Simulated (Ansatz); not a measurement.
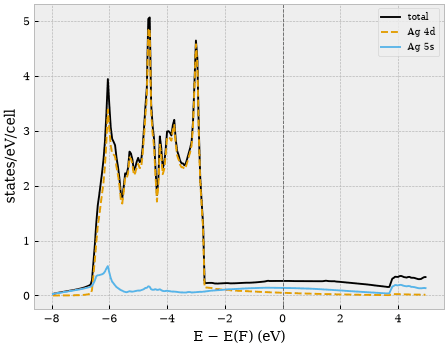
Fig. 1. Total and projected density of states of Ag (fcc (Cu type), space group No. 225), DFT-PBEsol in the program Ansatz with PAW potentials

**Question.** Which orbitals carry the states next to the Fermi level?

**Answer.** Within 0.5 eV of the Fermi level: Ag 5s 52 %, Ag 4d 19 %, outside the projected shells 29 %. Projections are on Löwdin-orthogonalised atomic valence shells; empty p or d shells of many metals are not among them.

**Question.** Where is the tallest occupied peak in this window, and what makes it?

**Answer.** Near -4.6 eV, about 5.1 states/eV per cell; the largest projected share is Ag 4d.

Space group Fm-3m (fcc (Cu type)). The cell was relaxed with PBEsol under the symmetry of its start. No spin polarisation was allowed. Spin–orbit coupling is left out wherever it is not named.

Potentials: the earlier of the program's two PAW sets. The files were generated under PBE; for other functionals the program regenerates the frozen cores, and for LDA and PBEsol the local potential too.
